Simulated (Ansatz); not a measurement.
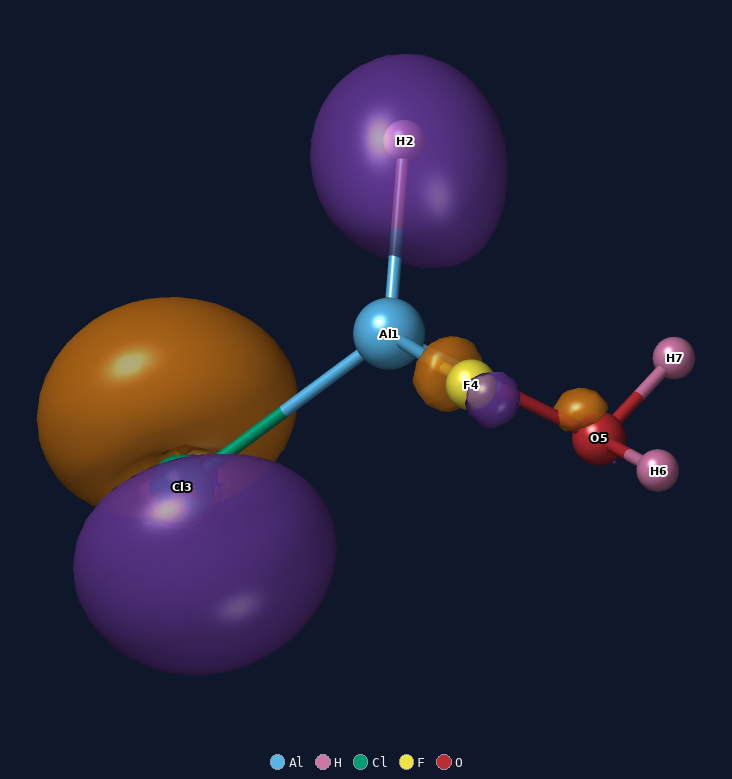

AlClFH$_{3}$O. The HOMO at ±0.15 Å⁻³ᐟ² (orange and purple are the two phases), seen at a tilt.

Theory: Ansatz 0.2.0, RKS PBE/def2-SVP.

The calculation's input:

```
crystal:
  periodic: [false, false, false]
  atoms:
    - { symbol: Al, position_ang: [0.149178, 0.291424, -0.132654] }
    - { symbol: H, position_ang: [0.129635, 0.178525, 1.432732] }
    - { symbol: Cl, position_ang: [1.837225, 0.89755, -1.225739] }
    - { symbol: F, position_ang: [-1.300583, 0.094108, -0.945312] }
    - { symbol: O, position_ang: [0.382016, -2.438899, 0.984665] }
    - { symbol: H, position_ang: [-0.513447, -2.822822, 0.9108] }
    - { symbol: H, position_ang: [0.246876, -1.678385, 1.611108] }
basis:
  gaussian: { orbitals: def2-SVP }
hamiltonian:
  xc: pbe
relax:
  f_tol: 0.03
  max_steps: 50
output:
  orbitals: {}
```

Run with:

```sh
ansatz run input.yaml --threads 1 --pin off --max-ram 2048MiB --backend cpu --events-out ev --progress --plain --runs-dir out
```

The fields are those of the relaxed geometry.

Question: Describe this orbital and give its energy.

Answer: By Hirshfeld shares it lies mainly on Cl3 (about 75 %) and H2 (about 15 %); largely a lone pair of Cl3. Its energy is −6.96 eV.
